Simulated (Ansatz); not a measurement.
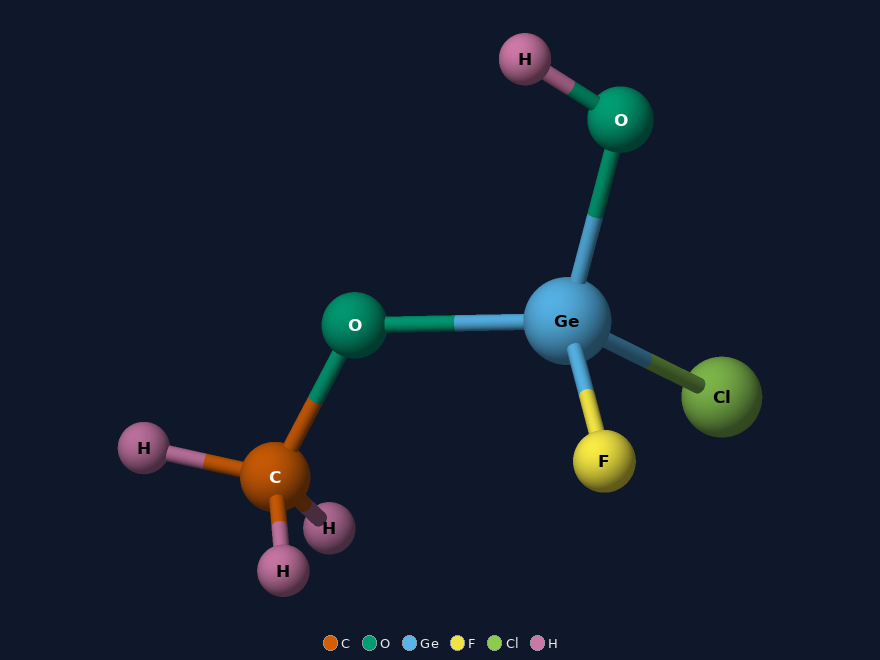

The geometry was computed by an optimisation with PBE0-D4/def2-TZVP. No frequency run is at hand to confirm it as a minimum. Program: Ansatz 0.2.0.

Tabulate dipole (D), HOMO energy (eV) at these levels: B3LYP-D4/def2-TZVPP; PBE-D4/def2-TZVPP; r2SCAN-D4/def2-TZVPP; ωB97M-V/def2-TZVPP.

| level | dipole (D) | HOMO energy (eV) |
| --- | --- | --- |
| B3LYP-D4/def2-TZVPP | 2.35 | −8.64 |
| PBE-D4/def2-TZVPP | 2.28 | −7.23 |
| r2SCAN-D4/def2-TZVPP | 2.35 | −7.61 |
| ωB97M-V/def2-TZVPP | 2.33 | −11.32 |
